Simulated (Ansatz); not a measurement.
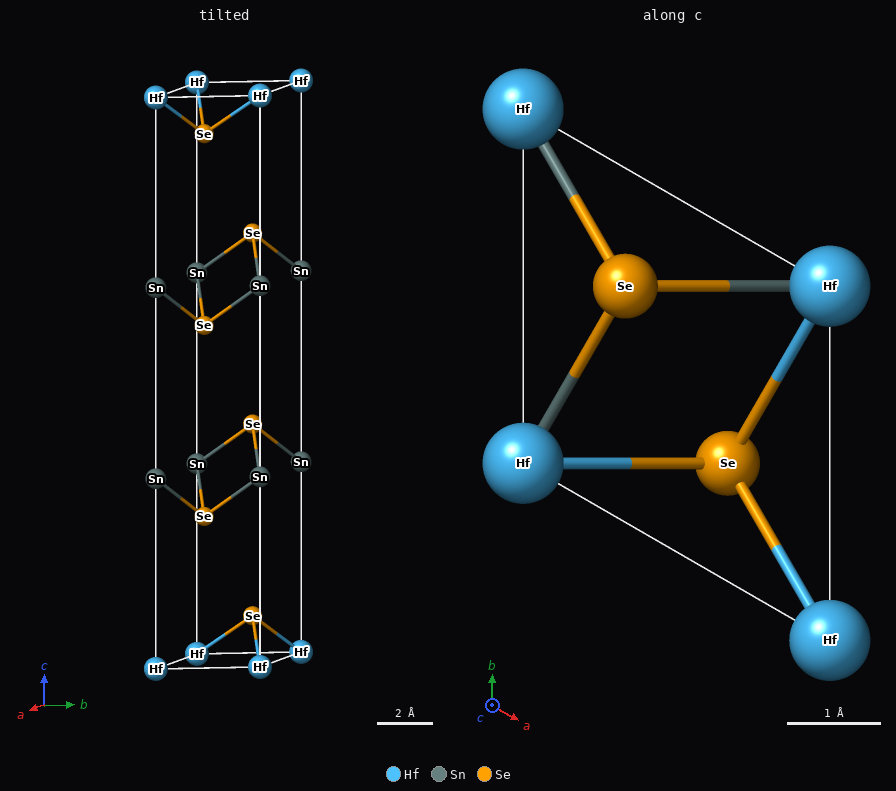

The crystal in a ball-and-stick representation, seen slightly off an axis and along the c axis. Atoms at the boundary of the conventional unit cell (the box) are drawn once for each face, edge or corner they touch.

HfSn2Se6, space group P-3m1 (No. 164), a = 3.838 Å, b = 3.838 Å, c = 21.152 Å, α = 90.00°, β = 90.00°, γ = 120.00°. Its origin is a structure type filled with these elements by a generator (whether the compound takes this form wasn't checked). Earlier steps of the study may have refined or changed the cell and positions. It was the input of a calculation with Ansatz.

This one geometry was computed with Ansatz (DFT, plane waves, PAW) at three levels of theory: PBE, r2SCAN and LDA.

### Which level gives the highest pressure at this volume, and what does that say about its equilibrium volume?

Highest: PBE (0.0 GPa), which points to the largest equilibrium volume. Lowest, with the smallest volume: LDA (-3.9 GPa). Levels within 0.5 GPa of each other can't be told apart.

### How does the band gap change with the level of theory?

LDA: a gap of 0.29 eV, indirect; PBE: a gap of 0.45 eV, indirect; r2SCAN: a gap of 0.74 eV, indirect.

### Collect the results in a table.

| level | cutoff (eV) | k-mesh of the run's cell | gap (eV) | pressure (GPa) |
| --- | --- | --- | --- | --- |
| PBE | 420 | 12×12×2 | 0.45 | 0.0 |
| r2SCAN | 500 | 12×12×2 | 0.74 | -1.6 |
| LDA | 420 | 12×12×2 | 0.29 | -3.9 |

Gaps are taken on the k-mesh or band path of each run.
